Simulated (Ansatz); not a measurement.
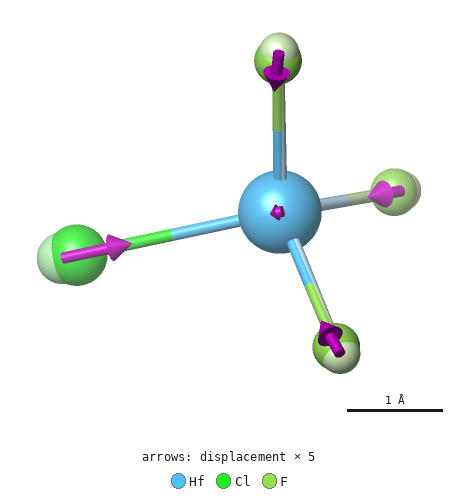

This is a relaxation of HfClF$_{3}$. The starting structure is drawn faded, the final one solid; purple arrows show the displacements, magnified 5 times. The two geometries are superimposed by the best rigid fit.

The picture is a ball-and-stick view, seen at a tilt.

The run prepares the start of a later molecular dynamics calculation, from a guessed geometry.

Level of theory: RKS LDA/def2-SVP in Ansatz. (no spin polarisation; force threshold 0.02 eV/Å; at most 40 steps)

> Atoms of which element are displaced furthest, and by how much?

Chlorine: up to 0.16 Å, against 0.10 Å for fluorine.

> What happened in the run?

Over 3 geometry steps the energy falls by 14.1 kcal/mol. Largest force component: 2.4 eV/Å at the start, 0.0051 eV/Å at the end. The largest move after the best rigid fit is that of the Cl atom, 0.16 Å. By element the largest moves are Cl 0.16 Å, F 0.10 Å, Hf 0.03 Å. Near-neighbour distances that change, for instance: Cl–Hf 2.520 → 2.330 Å, F–Hf 1.980 → 1.890 Å.
